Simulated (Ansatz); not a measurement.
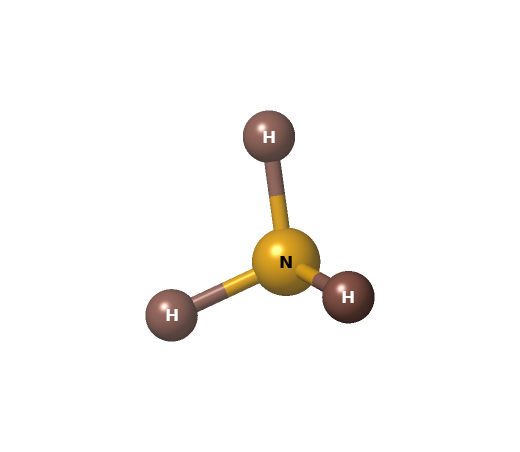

Ball-and-stick drawing of a structure. Every bond is drawn as one stick, whatever its order.

Which formula does it have?

Answer. NH₃, 4 atoms: 1 nitrogen and 3 hydrogen.

Give the symmetry (Schoenflies symbol).

Answer. C3v.

Count the bonded pairs by element.

Answer. 3 N–H. Sticks follow a distance rule.

How many sets of symmetry-equivalent atoms are there?

Answer. 2: 3 H, 1 N.

The parts below concern this one geometry. Atoms keep their numbers from picture to picture. Computed geometry: PBE0-D4/def2-TZVP optimisation.

Shape

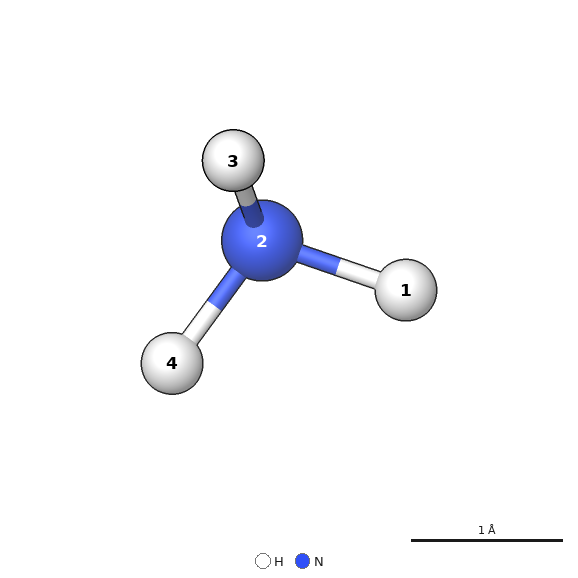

The atoms are numbered.

Which atoms are bonded, and how long are the bonds?

| bond | length (Å) |
| --- | --- |
| H1–N2 | 1.013 |
| N2–H3 | 1.013 |
| N2–H4 | 1.013 |

Electronic properties

Properties computed with RKS PBE0-D4/def2-TZVP (Ansatz 0.2.0).

Predict the main results.

- dipole moment: 1.69 D
- harmonic zero-point energy: 90.5 kJ/mol

Charges

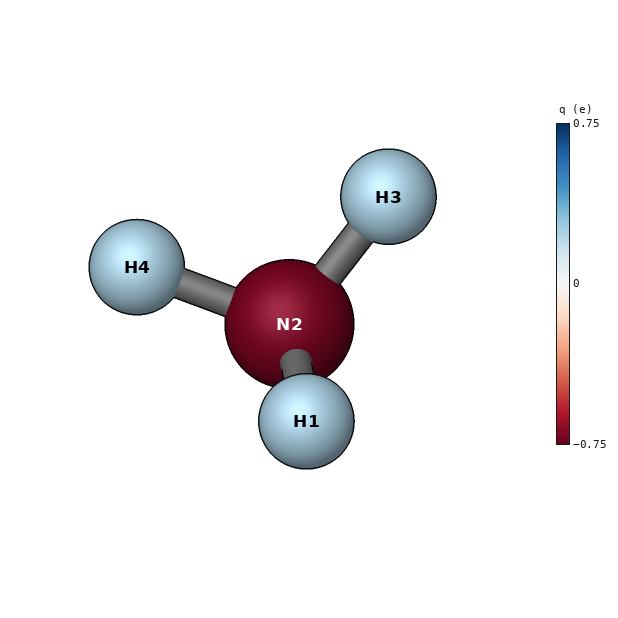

Atoms are coloured by their Mulliken charges. Method: RKS PBE0-D4/def2-TZVP (Ansatz 0.2.0).

Give the Mulliken charges atom by atom.

```json
{"atom": "H1", "value (e)": "0.23"}
{"atom": "N2", "value (e)": "−0.70"}
{"atom": "H3", "value (e)": "0.23"}
{"atom": "H4", "value (e)": "0.23"}
```

Vibrations

Harmonic vibrations computed with RKS PBE0-D4/def2-TZVP (Ansatz 0.2.0) at a stationary point of the same level.

List the wavenumbers.

Answer. 6 modes: 1031, 1670, 1670, 3502, 3631, 3631 cm⁻¹.

Mulliken values depend strongly on the basis set and can even reverse the polarity of a bond.
